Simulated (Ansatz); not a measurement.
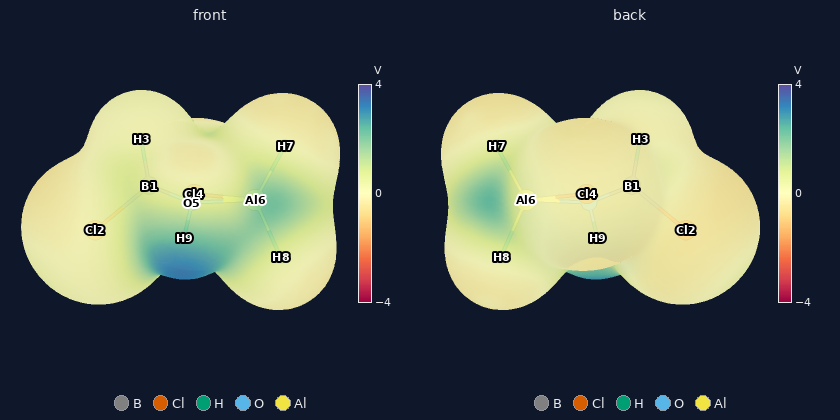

*AlBCl2H4O. The electrostatic potential painted on the density surface at 0.002 e/bohr³, seen from the front and from behind; red is negative and blue positive.*

Computed with Ansatz 0.2.0, RKS PBE/def2-SVP.

```json
{"atom": "B", "x (Å)": "0.1976", "y (Å)": "-0.3925", "z (Å)": "0.4195"}
{"atom": "Cl", "x (Å)": "-0.3710", "y (Å)": "0.8575", "z (Å)": "1.5609"}
{"atom": "H", "x (Å)": "1.2747", "y (Å)": "-0.2696", "z (Å)": "-0.1112"}
{"atom": "Cl", "x (Å)": "-1.1018", "y (Å)": "-0.3862", "z (Å)": "-1.3596"}
{"atom": "O", "x (Å)": "-0.1389", "y (Å)": "-1.7678", "z (Å)": "0.8550"}
{"atom": "Al", "x (Å)": "-1.0264", "y (Å)": "-2.5656", "z (Å)": "-0.6927"}
{"atom": "H", "x (Å)": "0.0219", "y (Å)": "-3.4004", "z (Å)": "-1.5441"}
{"atom": "H", "x (Å)": "-2.4216", "y (Å)": "-3.0941", "z (Å)": "-0.1305"}
{"atom": "H", "x (Å)": "-0.6988", "y (Å)": "-1.7264", "z (Å)": "1.6596"}
```

Q: Describe the electrostatic potential map.

A: The most negative region (about −0.4 V, or −9 kcal/mol for a unit charge) lies over Cl2 and H7, the most positive (about +3.2 V, or +74 kcal/mol for a unit charge) over H9. Cl2 shows a σ-hole: about +0.3 V at the tip opposite its bond, against about −0.1 V on its flanks.
